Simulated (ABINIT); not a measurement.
# CdF2 (Fm-3m): least direct gap against volume

The cell of CdF2 (Fm-3m) is scaled evenly and the response computed anew at each volume, on one mesh. The atoms keep their fractional positions.

Cell: a, b, c = 3.810, 3.810, 3.810 Å (primitive vectors), 3 atoms.

Method: ABINIT 10.8.3, PBE, independent particles, k-mesh 11×11×11, Lorentzian half width 0.04 eV.

Launch of the response step: `optic optic.abi`. The series took 6.0 min in all, its band step included, on 4 threads of Arm Neoverse V2 (shared host).

| V/V₀ | V (Å³, primitive cell) | least direct gap (eV) |
| --- | --- | --- |
| 0.94 | 36.76 | ? |
| 0.97 | 37.93 | 3.6915 |
| 1.00 | 39.10 | 3.6196 |
| 1.03 | 40.28 | 3.5469 |
| 1.06 | 41.45 | 3.4734 |

For small changes the quantity should be close to linear in ln V.

Working, on the rows shown:

| x = ln(V/V₀) | y = least direct gap |
| --- | --- |
| -0.0304592 | 3.6915 |
| 0 | 3.6196 |
| 0.0295588 | 3.5469 |
| 0.0582689 | 3.4734 |

Means: x̄ = 0.014342, ȳ = 3.5829. Σ(x − x̄)(y − ȳ) = -0.01075, Σ(x − x̄)² = 0.004374. Slope = -0.01075 / 0.004374 = -2.458; intercept = ȳ − slope · x̄ = 3.6181. The line misses the rows shown by at most 0.0015 eV.

Question: What does the fit predict for the withheld row, and how well does it do?

Answer: At x = -0.061875 the line gives y = 3.7702 eV. The run gave 3.7628 eV, so the extrapolation is off by 0.0074 eV, 3 % of the range in the table.

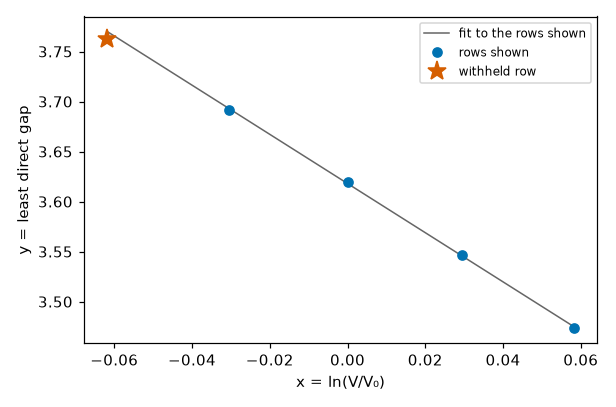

Between the rows on either side of x = 0 the slope is (3.5469 − 3.6915) / (0.029559 − (-0.030459)) = -2.409. That is a volume deformation potential of -2.4 eV: the least direct gap on this mesh widens by 24 meV for each per cent of compression. PBE gaps are as a rule too small. Spin-orbit coupling is left out.
